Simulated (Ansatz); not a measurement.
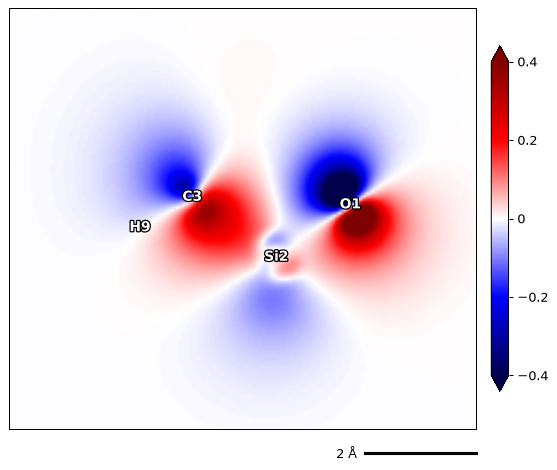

Figure 1: CH6OSSi (SMILES O[SiH2]CS). The HOMO−1 on the plane of atoms O1, Si2 and C3 (values in Å⁻³ᐟ²; the overall sign is arbitrary).

Geometry: PBE0-D4/def2-TZVP.

Method: RKS PBE0-D4/def2-TZVPP (Ansatz 0.2.0).

```xyz
10

O    -1.7850    0.5531   -0.5146
Si   -0.4882    0.7553    0.4742
C     0.5582   -0.8014    0.4631
S     1.0002   -1.1965   -1.2558
H    -1.5774    0.1370   -1.3566
H    -1.0303    1.0591    1.8214
H     0.3924    1.8702    0.0214
H    -0.0376   -1.6513    0.8062
H     1.4509   -0.7480    1.0891
H     1.5999   -0.0289   -1.5456
```

What is the character of this orbital?

Its weight (Hirshfeld) is mainly on O1 (about 40 %), H7 (about 20 %), Si2 (about 20 %) and C3 (about 10 %). Its energy is −8.75 eV.
